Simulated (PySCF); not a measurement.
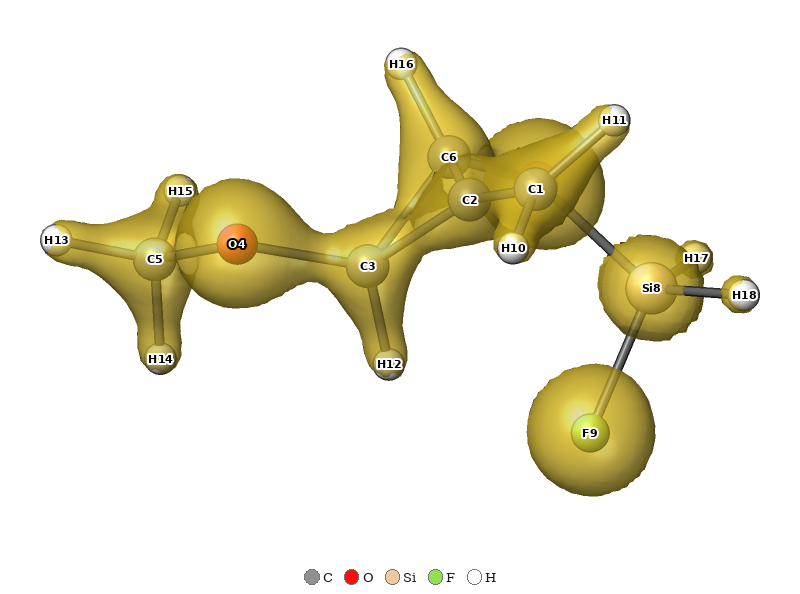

Figure. C5H9FO2Si. Isosurface of the electron density at 1.5 e/Å³ (yellow), seen from one side.

Geometry: GFN2-xTB.

All numbers below come from PBE0/pcSseg-1, SCF density, gas phase, non-relativistic in PySCF.

```xyz
18

C     0.2996    2.3944   -0.8621
C    -0.0071    1.1643   -0.5399
C    -0.7059    0.2385    0.3621
O    -2.0900    0.1218    0.2901
C    -2.5522   -1.1519    0.6848
C     0.1585   -0.2765   -0.7863
O     1.3457   -0.9444   -0.5485
Si    2.6156   -0.6281    0.3858
F     2.1746   -0.6135    1.9381
H    -0.1128    3.2361   -0.3299
H     0.9689    2.6113   -1.6791
H    -0.2957    0.1127    1.3653
H    -3.6357   -1.1265    0.5909
H    -2.2780   -1.3646    1.7246
H    -2.1443   -1.9408    0.0434
H    -0.3583   -0.7012   -1.6422
H     3.4089   -1.8142    0.1644
H     3.1995    0.6889    0.2023
```

### Which contacts does the surface bridge?

At this value the surface falls into five separate pieces. It bridges the sampled C–C (1.31 Å) and C–O (1.38 Å) contacts, where the density stays above the isovalue. It is pinched off along the sampled Si–O (1.61 Å) and Si–F (1.61 Å) contacts. On the grid the lowest density along these lines, outside the cores, is 2.3 e/Å³ (C–C, 1.31 Å), 1.8 e/Å³ (C–O, 1.38 Å), 1 e/Å³ (Si–O, 1.61 Å) and 0.9 e/Å³ (Si–F, 1.61 Å).
